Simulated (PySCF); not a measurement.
## Ge₄N₆H₆Cl₄: geometry relaxation

The run: geometry relaxation of Ge₄N₆H₆Cl₄ ((ClGe)4NH6 adamantane). Method and program: PBE0-D3(BJ)/def2-SVP geometry optimisation, gas phase (PySCF 2.14.0).

It belongs to a series of runs on one base structure; here: Cl, NH.

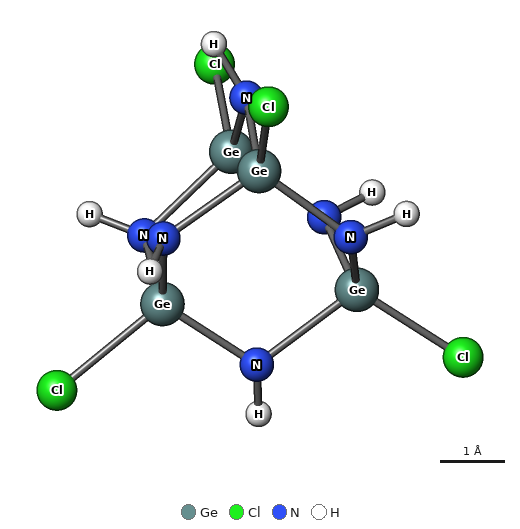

The structure as given in the input (ball-and-stick view, seen on its broad side). Sticks mark near contacts. Bond lengths as drawn: Cl–Ge 2.01 to 2.15 Å, Ge–N 1.76 to 1.98 Å and H–N 0.96 to 1.02 Å.

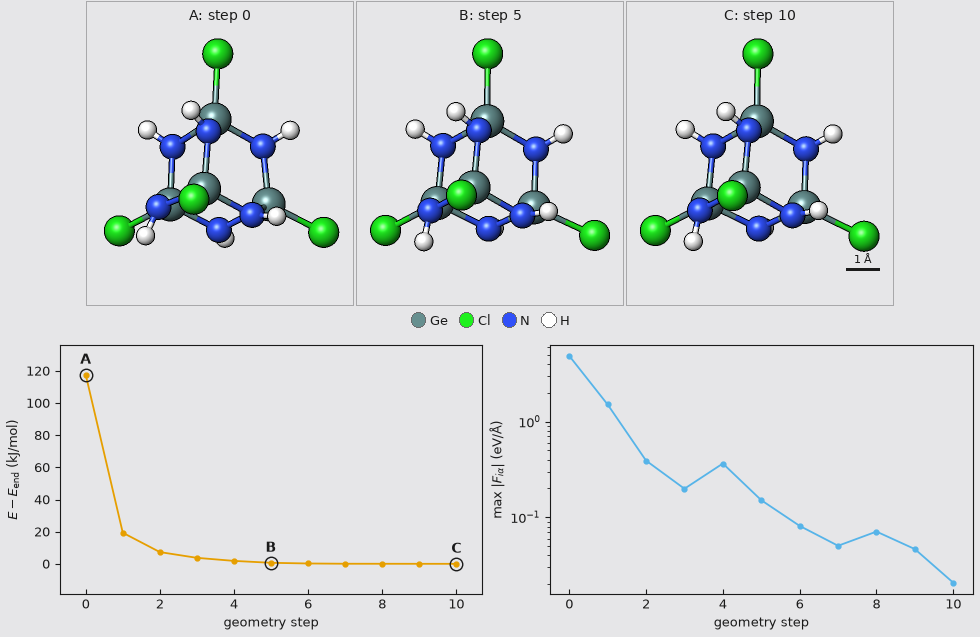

Frames of the relaxation (ball-and-stick view, seen at a tilt) above the curves, on which the letters mark them (steps are counted from 0).

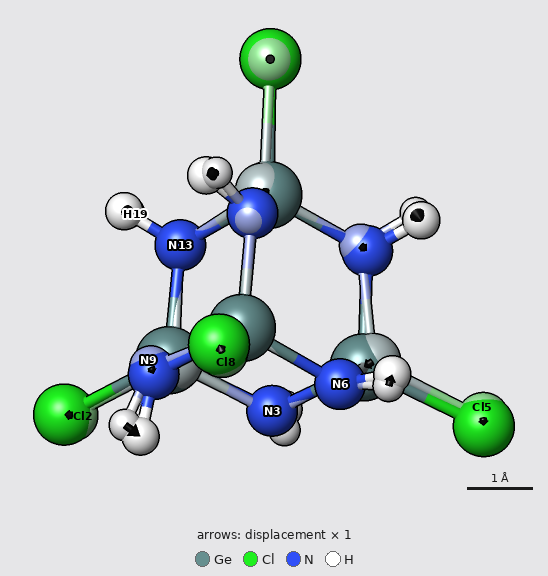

Start (faint) and end (solid) with the displacements as black arrows, at true length (ball-and-stick view, seen at a tilt). The two geometries are laid on each other by the best rigid fit. Over 10 geometry steps the energy falls by 117.6 kJ/mol. Largest force component: 4.9 eV/Å at the start, 0.021 eV/Å at the end. The atom that moves furthest after the best rigid fit is H15 (0.35 Å). Largest moves by element: H 0.35 Å, Ge 0.17 Å, Cl 0.14 Å, N 0.13 Å. Among the contacts that change: N3–Ge4 1.980 → 1.829 Å, Ge4–Cl5 2.008 → 2.135 Å, Ge7–Cl8 2.045 → 2.135 Å, Ge1–N9 1.764 → 1.835 Å. Among the angles that change: Ge1–N3–H15 122.6° → 112.2°, N3–Ge4–N6 98.5° → 107.0°, Ge1–N13–H19 122.5° → 114.3°. (Atoms are counted from 1 in the order of the input.)

The input that produced these results follows, with the program's output.

Input file
```
{"job": {"xc": "PBE0", "basis": "def2-SVP", "d3": "d3bj", "grid": 1, "maxiter": 40, "shake": 0.03, "kind": "geom"}, "charge": 0, "multiplicity": 1}
Ge    -1.685460    -0.004830    -0.698680
Cl    -3.688000     0.137020    -1.471030
N     -0.554040     0.241890    -2.058520
Ge     1.320810     0.288300    -1.423820
Cl     2.598590     0.587100    -2.943880
N      1.391420    -1.364260    -0.677990
Ge     0.322400    -1.694000     0.748150
Cl     0.672850    -3.527270     1.584050
N     -1.435110    -1.494310     0.213310
N      0.576520    -0.340400     1.972160
Ge     0.179150     1.332740     1.311740
Cl     0.445980     2.785010     2.772180
N     -1.533810     1.427180     0.484930
N      1.265770     1.603690    -0.113520
H     -0.735050     0.855250    -2.779010
H      2.321630    -1.748260    -0.620980
H     -1.845150    -2.301410    -0.253810
H      0.342580    -0.494260     2.928770
H     -2.235340     1.674380     1.084180
H      2.136670     2.050590     0.041120
```

The first line tells a small driver script what to run in PySCF; the rest is the geometry in Å.

Launched with:
```bash
OMP_NUM_THREADS=2 python <driver script> task.json out
```

Output
```
step   0  E = -10477.44064247  max force = 0.094634
step   1  E = -10477.47806097  max force = 0.029347
step   2  E = -10477.48264122  max force = 0.007609
step   3  E = -10477.48400535  max force = 0.003866
step   4  E = -10477.48472893  max force = 0.007092
step   5  E = -10477.48518083  max force = 0.002935
step   6  E = -10477.48534305  max force = 0.001581
step   7  E = -10477.48540384  max force = 0.000981
step   8  E = -10477.48541033  max force = 0.001378
step   9  E = -10477.48541894  max force = 0.000905
step  10  E = -10477.48542493  max force = 0.000402
optimisation converged
```

Trajectory as extended XYZ (Å, eV, eV/Å), 11 frames, from step=0 to step=10
```
20
Properties=species:S:1:pos:R:3:forces:R:3 step=0 energy=-285105.68182
Ge   -1.6855   -0.0048   -0.6987   -1.7523   2.6878  -0.3052
Cl   -3.6880    0.1370   -1.4710   -0.1394  -0.2370  -0.0319
N    -0.5540    0.2419   -2.0585    3.4366  -2.1685   2.3131
Ge    1.3208    0.2883   -1.4238   -4.8663   0.1341   1.6700
Cl    2.5986    0.5871   -2.9439    1.9032   0.4690  -1.9630
N     1.3914   -1.3643   -0.6780    0.4025  -0.2747  -0.2313
Ge    0.3224   -1.6940    0.7481   -0.8259   1.8794   0.0417
Cl    0.6728   -3.5273    1.5840    0.3589  -1.7646   0.7492
N    -1.4351   -1.4943    0.2133    0.5165  -1.6367   0.5329
N     0.5765   -0.3404    1.9722    0.4131   0.2969  -1.0234
Ge    0.1792    1.3327    1.3117   -1.5201  -0.6140  -1.4284
Cl    0.4460    2.7850    2.7722    0.1212   0.8431   0.9289
N    -1.5338    1.4272    0.4849    4.3001  -1.1960  -1.5806
N     1.2658    1.6037   -0.1135   -0.1039  -0.8109  -1.2731
H    -0.7350    0.8552   -2.7790   -0.7933   2.0093  -1.8673
H     2.3216   -1.7483   -0.6210    0.4204  -0.2625   0.1331
H    -1.8452   -2.3014   -0.2538    0.1330  -0.1495  -0.0317
H     0.3426   -0.4943    2.9288   -0.3861  -0.3241   0.8698
H    -2.2353    1.6744    1.0842   -2.7285   0.5108   2.0705
H     2.1367    2.0506    0.0411    1.1100   0.6083   0.4266
20
Properties=species:S:1:pos:R:3:forces:R:3 step=1 energy=-285106.70003
Ge   -1.7331    0.0303   -0.7044   -0.8228   0.4012   0.2425
Cl   -3.7398    0.1297   -1.4891    0.2464  -0.1200   0.1010
N    -0.5184    0.2650   -2.0210    0.8883  -0.2468  -0.2906
Ge    1.2435    0.2795   -1.4383   -1.5091  -0.3154   0.6371
Cl    2.5995    0.5786   -3.0038    0.5611   0.1319  -0.5108
N     1.3978   -1.3760   -0.6547    0.4278  -0.1769  -0.1682
Ge    0.3146   -1.6935    0.7819   -0.3827   0.7225  -0.1612
Cl    0.6998   -3.5709    1.6699    0.0743  -0.3750   0.1855
N    -1.4251   -1.5433    0.1819    0.0709  -0.2339  -0.0500
N     0.5542   -0.3091    1.9605    0.1991   0.0511   0.1587
Ge    0.1750    1.3550    1.2667    0.1302  -0.1058  -0.5722
Cl    0.4230    2.8375    2.7682   -0.0284   0.1605   0.1808
N    -1.4960    1.3954    0.5071    0.1850   0.1072   0.1425
N     1.2899    1.6084   -0.1719    0.3432   0.1018  -0.1237
H    -0.7114    0.9492   -2.7472   -0.1825   0.1489   0.1405
H     2.3448   -1.7453   -0.5841   -0.0324   0.0708   0.0573
H    -1.7838   -2.3652   -0.3051    0.1139   0.0312  -0.0595
H     0.2817   -0.4637    2.9285   -0.1171  -0.0518  -0.0432
H    -2.2481    1.6062    1.1593   -0.0945  -0.2083  -0.0463
H     2.1943    2.0463   -0.0048   -0.0708  -0.0932   0.1797
20
Properties=species:S:1:pos:R:3:forces:R:3 step=2 energy=-285106.82467
Ge   -1.7611    0.0334   -0.7018   -0.2459  -0.0145   0.1952
Cl   -3.7582    0.0779   -1.4739    0.1091  -0.0282   0.0303
N    -0.5222    0.2610   -2.0213   -0.1142  -0.0386  -0.3913
Ge    1.2024    0.2631   -1.4424   -0.0094  -0.1936   0.1831
Cl    2.6122    0.5607   -3.0078    0.1256   0.0321  -0.1011
N     1.4139   -1.3762   -0.6425    0.1170  -0.1411  -0.1100
Ge    0.3114   -1.6632    0.7896   -0.0900   0.1260  -0.0055
Cl    0.6990   -3.5508    1.7090   -0.0067  -0.0240   0.0382
N    -1.4128   -1.5553    0.1561   -0.0433   0.0180  -0.0216
N     0.5522   -0.2772    1.9643    0.1507  -0.0441   0.1355
Ge    0.1841    1.3718    1.2319    0.2856   0.1257  -0.0879
Cl    0.4017    2.8700    2.7432   -0.0542   0.0029  -0.0220
N    -1.4973    1.3832    0.5106   -0.2592   0.1704   0.0542
N     1.3152    1.6044   -0.1931   -0.0073   0.1711   0.0179
H    -0.7346    0.9783   -2.7159   -0.0084   0.0049   0.1998
H     2.3691   -1.7171   -0.5511   -0.0142   0.1100   0.0458
H    -1.7286   -2.3793   -0.3549    0.0860   0.0123  -0.0644
H     0.2410   -0.4284    2.9227   -0.0921  -0.0103  -0.0890
H    -2.2548    1.5491    1.1765    0.1398  -0.1334  -0.0987
H     2.2300    2.0090    0.0002   -0.0688  -0.1456   0.0915
20
Properties=species:S:1:pos:R:3:forces:R:3 step=3 energy=-285106.86179
Ge   -1.7775    0.0268   -0.7005    0.1308  -0.1128   0.0887
Cl   -3.7692    0.0310   -1.4595   -0.0345   0.0172  -0.0236
N    -0.5387    0.2486   -2.0377   -0.0713  -0.0524  -0.0885
Ge    1.1907    0.2424   -1.4467    0.1701  -0.0441  -0.1320
Cl    2.6393    0.5420   -3.0006   -0.0959  -0.0197   0.0855
N     1.4343   -1.3821   -0.6296   -0.1004  -0.0948  -0.0778
Ge    0.3151   -1.6426    0.7989    0.0318  -0.1007   0.0772
Cl    0.6956   -3.5244    1.7544   -0.0308   0.1136  -0.0277
N    -1.3976   -1.5647    0.1390   -0.0556   0.0754   0.0285
N     0.5478   -0.2490    1.9668    0.1308  -0.0278   0.0477
Ge    0.1877    1.3927    1.2058    0.0759   0.0728   0.1228
Cl    0.3695    2.9091    2.7095   -0.0378  -0.0570  -0.0911
N    -1.5068    1.3812    0.5020   -0.1988   0.1246  -0.0300
N     1.3244    1.5987   -0.2087   -0.1540   0.1640  -0.0459
H    -0.7591    0.9980   -2.6948    0.0839   0.0148   0.1316
H     2.3979   -1.6851   -0.5098    0.0360   0.0941   0.0355
H    -1.6736   -2.3887   -0.3938    0.0518   0.0064  -0.0588
H     0.1926   -0.3957    2.9100   -0.0822  -0.0031  -0.0441
H    -2.2570    1.5107    1.1824    0.1235  -0.0536  -0.0325
H     2.2470    1.9653    0.0123    0.0267  -0.1173   0.0345
20
Properties=species:S:1:pos:R:3:forces:R:3 step=4 energy=-285106.88148
Ge   -1.7770    0.0144   -0.7023    0.1937  -0.1206  -0.0258
Cl   -3.7627   -0.0070   -1.4684   -0.0852   0.0288  -0.0387
N    -0.5349    0.2271   -2.0465   -0.2181  -0.0571   0.0189
Ge    1.1861    0.2176   -1.4497    0.3647   0.0570  -0.1661
Cl    2.6545    0.5148   -2.9937   -0.1646  -0.0421   0.1449
N     1.4468   -1.3929   -0.6139   -0.1295  -0.0827  -0.0218
Ge    0.3192   -1.6260    0.8161    0.1163  -0.1808   0.0899
Cl    0.6913   -3.4893    1.8127   -0.0289   0.1343  -0.0504
N    -1.3820   -1.5727    0.1328   -0.0776   0.0516   0.0523
N     0.5409   -0.2203    1.9710    0.0935   0.0242  -0.0092
Ge    0.1791    1.4116    1.1811   -0.0665  -0.0019   0.1887
Cl    0.3250    2.9483    2.6649   -0.0028  -0.0508  -0.0700
N    -1.5219    1.3840    0.4839   -0.0478   0.0550  -0.1070
N     1.3169    1.5959   -0.2292   -0.1274   0.1434  -0.0874
H    -0.7453    1.0111   -2.6629    0.0652   0.0573   0.0217
H     2.4195   -1.6495   -0.4645    0.0529   0.0520   0.0360
H    -1.6180   -2.3945   -0.4226    0.0144   0.0035  -0.0406
H     0.1378   -0.3608    2.8954   -0.0615   0.0015   0.0084
H    -2.2610    1.4829    1.1778    0.0231  -0.0004   0.0402
H     2.2482    1.9195    0.0176    0.0860  -0.0722   0.0161
20
Properties=species:S:1:pos:R:3:forces:R:3 step=5 energy=-285106.89378
Ge   -1.7728   -0.0042   -0.7144    0.1314  -0.0682  -0.1019
Cl   -3.7568   -0.0363   -1.4930   -0.0428   0.0139  -0.0132
N    -0.5285    0.2019   -2.0592   -0.0547  -0.0561   0.1114
Ge    1.1941    0.1926   -1.4477    0.1509   0.1152  -0.1273
Cl    2.6719    0.4774   -2.9795   -0.1223  -0.0464   0.1045
N     1.4593   -1.4067   -0.5894   -0.0614  -0.0267   0.0071
Ge    0.3238   -1.6127    0.8399    0.0557  -0.1181   0.0308
Cl    0.6863   -3.4474    1.8808   -0.0114   0.0658  -0.0385
N    -1.3711   -1.5803    0.1334   -0.0297   0.0032   0.0535
N     0.5312   -0.1898    1.9771    0.0288   0.0426  -0.0275
Ge    0.1639    1.4283    1.1567   -0.1430  -0.0596   0.0870
Cl    0.2772    2.9846    2.6153    0.0272  -0.0031  -0.0034
N    -1.5372    1.3866    0.4504    0.0902   0.0045  -0.0857
N     1.3104    1.5990   -0.2497   -0.0547   0.0564  -0.0775
H    -0.7201    1.0190   -2.6369    0.0265   0.0670  -0.0472
H     2.4391   -1.6138   -0.4059    0.0292   0.0057   0.0263
H    -1.5715   -2.4001   -0.4398   -0.0101  -0.0056  -0.0065
H     0.0791   -0.3216    2.8806   -0.0204   0.0094   0.0320
H    -2.2666    1.4645    1.1551   -0.0593   0.0326   0.0707
H     2.2507    1.8734    0.0255    0.0700  -0.0325   0.0054
20
Properties=species:S:1:pos:R:3:forces:R:3 step=6 energy=-285106.89819
Ge   -1.7653   -0.0131   -0.7262    0.0219  -0.0066  -0.0625
Cl   -3.7483   -0.0422   -1.5153   -0.0033  -0.0010   0.0045
N    -0.5177    0.1913   -2.0637   -0.0049  -0.0227   0.0520
Ge    1.2020    0.1860   -1.4434    0.0368   0.0671  -0.0196
Cl    2.6776    0.4542   -2.9698   -0.0319  -0.0308   0.0260
N     1.4613   -1.4108   -0.5745    0.0037   0.0009   0.0052
Ge    0.3218   -1.6105    0.8519    0.0154  -0.0170  -0.0086
Cl    0.6815   -3.4331    1.9049    0.0004  -0.0011  -0.0067
N    -1.3719   -1.5820    0.1384   -0.0103  -0.0090   0.0224
N     0.5224   -0.1786    1.9808   -0.0054   0.0205  -0.0107
Ge    0.1527    1.4328    1.1494   -0.0813  -0.0462  -0.0045
Cl    0.2664    2.9954    2.5987    0.0198   0.0200   0.0224
N    -1.5420    1.3905    0.4291    0.0792  -0.0223  -0.0341
N     1.3077    1.6020   -0.2551   -0.0051   0.0206  -0.0358
H    -0.6985    1.0156   -2.6363   -0.0054   0.0281  -0.0305
H     2.4422   -1.6034   -0.3772    0.0028  -0.0091   0.0174
H    -1.5654   -2.4034   -0.4355   -0.0130  -0.0054   0.0085
H     0.0578   -0.3047    2.8795    0.0015   0.0096   0.0170
H    -2.2736    1.4717    1.1326   -0.0466   0.0216   0.0261
H     2.2518    1.8562    0.0309    0.0258  -0.0173   0.0115
20
Properties=species:S:1:pos:R:3:forces:R:3 step=7 energy=-285106.89984
Ge   -1.7595   -0.0183   -0.7399   -0.0315   0.0163  -0.0144
Cl   -3.7403   -0.0452   -1.5375    0.0148  -0.0081   0.0095
N    -0.5050    0.1822   -2.0676    0.0439   0.0093  -0.0056
Ge    1.2121    0.1817   -1.4370   -0.0504   0.0114   0.0398
Cl    2.6896    0.4263   -2.9581    0.0290  -0.0154  -0.0265
N     1.4624   -1.4125   -0.5578    0.0320   0.0130  -0.0022
Ge    0.3158   -1.6078    0.8623   -0.0173   0.0395  -0.0229
Cl    0.6715   -3.4247    1.9215    0.0049  -0.0307   0.0125
N    -1.3771   -1.5802    0.1434    0.0072  -0.0069  -0.0065
N     0.5109   -0.1687    1.9843   -0.0199  -0.0029   0.0038
Ge    0.1437    1.4370    1.1425   -0.0073  -0.0099  -0.0389
Cl    0.2615    3.0050    2.5867    0.0040   0.0168   0.0170
N    -1.5425    1.3950    0.4066    0.0186  -0.0166   0.0224
N     1.3110    1.6039   -0.2563    0.0133   0.0026  -0.0067
H    -0.6799    1.0056   -2.6452   -0.0152  -0.0119  -0.0014
H     2.4421   -1.6017   -0.3496   -0.0113  -0.0109   0.0083
H    -1.5715   -2.4057   -0.4247   -0.0097  -0.0035   0.0153
H     0.0420   -0.2882    2.8822    0.0110   0.0084   0.0000
H    -2.2810    1.4865    1.1036   -0.0083   0.0106  -0.0183
H     2.2565    1.8440    0.0401   -0.0077  -0.0110   0.0147
20
Properties=species:S:1:pos:R:3:forces:R:3 step=8 energy=-285106.90002
Ge   -1.7530   -0.0217   -0.7567   -0.0489   0.0236   0.0241
Cl   -3.7294   -0.0506   -1.5653    0.0165  -0.0082   0.0054
N    -0.4870    0.1686   -2.0732    0.0461   0.0319  -0.0384
Ge    1.2247    0.1718   -1.4284   -0.0709  -0.0305   0.0600
Cl    2.7119    0.3836   -2.9416    0.0516  -0.0027  -0.0437
N     1.4633   -1.4167   -0.5344    0.0364   0.0165  -0.0028
Ge    0.3049   -1.6014    0.8764   -0.0287   0.0517  -0.0150
Cl    0.6523   -3.4131    1.9466    0.0059  -0.0320   0.0168
N    -1.3845   -1.5753    0.1482    0.0164   0.0015  -0.0282
N     0.4942   -0.1532    1.9884   -0.0253  -0.0157   0.0079
Ge    0.1353    1.4455    1.1308    0.0439   0.0224  -0.0348
Cl    0.2541    3.0221    2.5673   -0.0080   0.0050   0.0025
N    -1.5419    1.4032    0.3778   -0.0306  -0.0138   0.0457
N     1.3186    1.6029   -0.2585    0.0164  -0.0096   0.0105
H    -0.6563    0.9886   -2.6584   -0.0143  -0.0362   0.0144
H     2.4406   -1.6042   -0.3123   -0.0138  -0.0106  -0.0011
H    -1.5803   -2.4068   -0.4106   -0.0079  -0.0004   0.0161
H     0.0198   -0.2630    2.8848    0.0140   0.0060  -0.0081
H    -2.2889    1.5081    1.0649    0.0225   0.0035  -0.0430
H     2.2639    1.8258    0.0533   -0.0214  -0.0024   0.0117
20
Properties=species:S:1:pos:R:3:forces:R:3 step=9 energy=-285106.90025
Ge   -1.7502   -0.0206   -0.7654   -0.0288   0.0145   0.0290
Cl   -3.7232   -0.0517   -1.5804    0.0081  -0.0039  -0.0012
N    -0.4762    0.1599   -2.0764    0.0235   0.0270  -0.0292
Ge    1.2320    0.1627   -1.4230   -0.0429  -0.0361   0.0364
Cl    2.7284    0.3541   -2.9315    0.0323   0.0020  -0.0257
N     1.4627   -1.4212   -0.5199    0.0207   0.0100   0.0004
Ge    0.2961   -1.5965    0.8851   -0.0224   0.0278   0.0011
Cl    0.6367   -3.4066    1.9625    0.0031  -0.0127   0.0088
N    -1.3903   -1.5699    0.1504    0.0175   0.0093  -0.0275
N     0.4838   -0.1433    1.9906   -0.0189  -0.0145   0.0032
Ge    0.1334    1.4519    1.1230    0.0465   0.0292  -0.0138
Cl    0.2517    3.0345    2.5544   -0.0101  -0.0045  -0.0083
N    -1.5397    1.4100    0.3620   -0.0371  -0.0108   0.0330
N     1.3256    1.5992   -0.2599    0.0099  -0.0049   0.0091
H    -0.6432    0.9754   -2.6682   -0.0049  -0.0315   0.0124
H     2.4377   -1.6116   -0.2912   -0.0081  -0.0071  -0.0043
H    -1.5885   -2.4053   -0.4018   -0.0066   0.0004   0.0112
H     0.0075   -0.2464    2.8866    0.0091   0.0035  -0.0054
H    -2.2915    1.5236    1.0425    0.0249   0.0039  -0.0356
H     2.2696    1.8158    0.0600   -0.0159  -0.0018   0.0065
20
Properties=species:S:1:pos:R:3:forces:R:3 step=10 energy=-285106.90042
Ge   -1.7494   -0.0179   -0.7688   -0.0039   0.0049   0.0128
Cl   -3.7201   -0.0504   -1.5877   -0.0010   0.0000  -0.0055
N    -0.4707    0.1539   -2.0780    0.0005   0.0084  -0.0005
Ge    1.2354    0.1542   -1.4202   -0.0063  -0.0203   0.0003
Cl    2.7385    0.3348   -2.9263    0.0029   0.0011   0.0007
N     1.4611   -1.4262   -0.5114    0.0034   0.0033   0.0054
Ge    0.2899   -1.5931    0.8908   -0.0101  -0.0016   0.0132
Cl    0.6254   -3.4023    1.9736   -0.0001   0.0058  -0.0008
N    -1.3941   -1.5651    0.1518    0.0137   0.0085  -0.0173
N     0.4783   -0.1369    1.9917   -0.0109  -0.0036  -0.0038
Ge    0.1349    1.4567    1.1177    0.0207   0.0181   0.0035
Cl    0.2515    3.0436    2.5445   -0.0058  -0.0057  -0.0091
N    -1.5374    1.4156    0.3540   -0.0106  -0.0102   0.0086
N     1.3308    1.5947   -0.2617    0.0032   0.0007  -0.0013
H    -0.6362    0.9663   -2.6737    0.0024  -0.0116  -0.0020
H     2.4347   -1.6195   -0.2801    0.0001  -0.0058  -0.0034
H    -1.5939   -2.4024   -0.3967   -0.0071  -0.0008   0.0062
H     0.0006   -0.2355    2.8872    0.0032   0.0022   0.0025
H    -2.2906    1.5342    1.0308    0.0065   0.0092  -0.0118
H     2.2737    1.8095    0.0618   -0.0008  -0.0025   0.0022
```

Key numbers

```csv
quantity,value
outcome,converged
total energy,−10477.485425 hartree
dipole moment,1.06 D
point group,C1
hardware,"2 CPU threads, shared host"
wall time,14 min (CPU time 29 min)
peak memory,4.8 GiB
```
